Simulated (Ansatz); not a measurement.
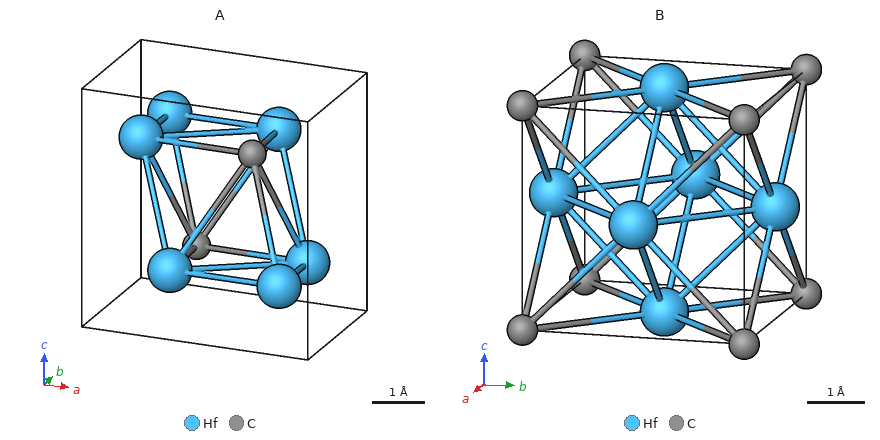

Two structures of Hf3C, each relaxed to rest (conventional cells in solid outline, small ones repeated, not to one scale). Method: DFT PBE, scalar-relativistic, plane waves, PAW (Ansatz 0.2.0), without spin polarisation.

> Which two forms are compared?

A: 8 atoms a cell on a primitive hexagonal lattice, P6_3/mmc. B: Cu₃Au (L1₂) type, Pm-3m.

> Which form lies lower?

B is lower, by 38 meV/atom at this level of theory (energies at zero smearing). Volumes: A 17.1, B 17.1 Å³/atom.

One or both may be structure types tried for this composition rather than known phases.
